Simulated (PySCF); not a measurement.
C5H5NO2Se

The calculation's input:

```
{"job": {"kind": "uv", "xc": "CAM-B3LYP", "basis": "def2-SVPD", "nstates": 8, "ntriplets": 3}, "charge": 0, "multiplicity": 1}
C     -2.878933    -0.050394     0.618330
O     -1.460253    -0.069306     0.602851
C     -0.858813     0.058721    -0.598813
O     -1.440997     0.170955    -1.642048
C      0.589674     0.030809    -0.391065
N      1.506277     0.101515    -1.288951
C      2.751574     0.056710    -0.791958
C      2.878724    -0.053362     0.565571
Se     1.227526    -0.117242     1.391307
H     -3.267460    -0.514753    -0.290463
H     -3.192511    -0.604290     1.500279
H     -3.234908     0.980569     0.675641
H      3.575595     0.109547    -1.482879
H      3.803827    -0.099952     1.110033
```

Run with:

```sh
OMP_NUM_THREADS=1 python probes_run.py task.json out
```

Geometry: GFN2-xTB.

Theory: CAM-B3LYP/def2-SVPD, SCF density, gas phase (PySCF 2.14.0).

Q: Predict the electron density and electron localisation function between the atoms.

A: C–O (1.20 Å): ρ at the midpoint is about 3.4 e/Å³; the ELF peaks at about 0.85 between the atoms: a short, multiple covalent bond.
C–N (1.29 Å): ρ is about 2.7 e/Å³ halfway; the ELF peaks at about 0.90 between the atoms (a covalent bond).
C–C (1.37 Å): the density is about 2.2 e/Å³ at the midpoint; the ELF peaks at about 0.95 between the atoms, as expected for localised, covalent bonding.
C–Se (1.85 Å): ρ at the midpoint is about 1.2 e/Å³; the ELF peaks at about 0.90 between the atoms, as expected for a covalent bond.

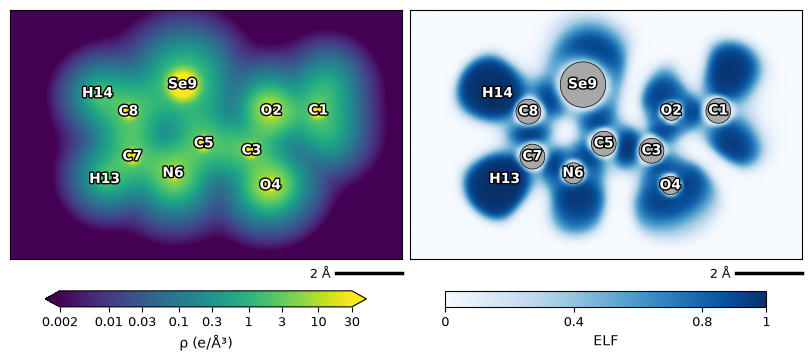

Computed electron density and electron localisation function on the plane of atoms C8, C7 and H13, in this order. Grey discs cover the atomic cores in the ELF map. 
